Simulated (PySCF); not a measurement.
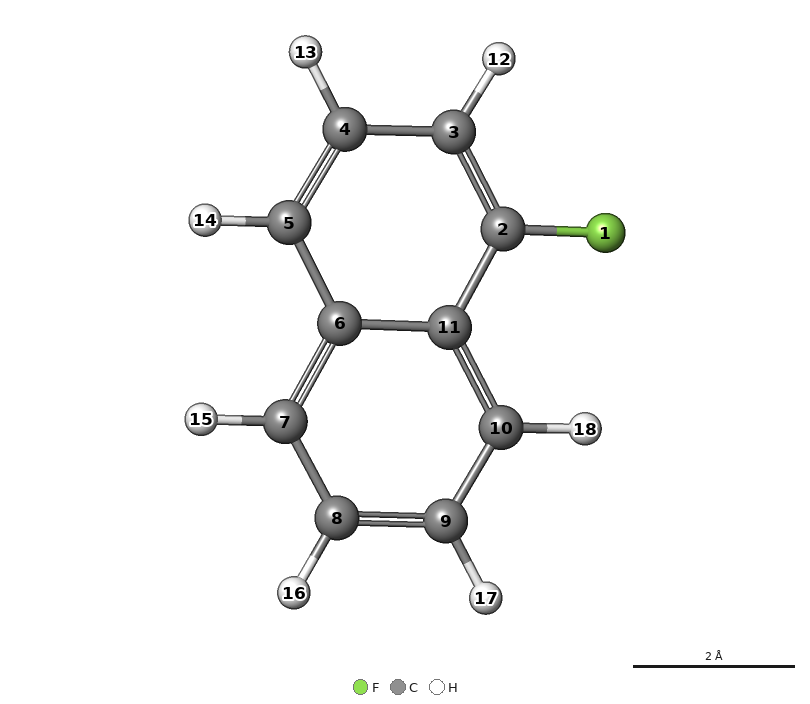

Atoms carry their numbers in the input. The computed structure is the end point of a PBE0-D3(BJ)/def2-SVP optimisation. No frequency run is at hand to confirm it as a minimum.

List the bonds and their lengths. Leave out bonds to hydrogen.

```
   bond  length (Å)     order
  F1–C2       1.334    single
  C2–C3       1.371  aromatic
 C2–C11       1.417  aromatic
  C3–C4       1.413  aromatic
  C4–C5       1.375  aromatic
  C5–C6       1.419  aromatic
  C6–C7       1.419  aromatic
 C6–C11       1.429  aromatic
  C7–C8       1.375  aromatic
  C8–C9       1.414  aromatic
 C9–C10       1.375  aromatic
C10–C11       1.417  aromatic
```
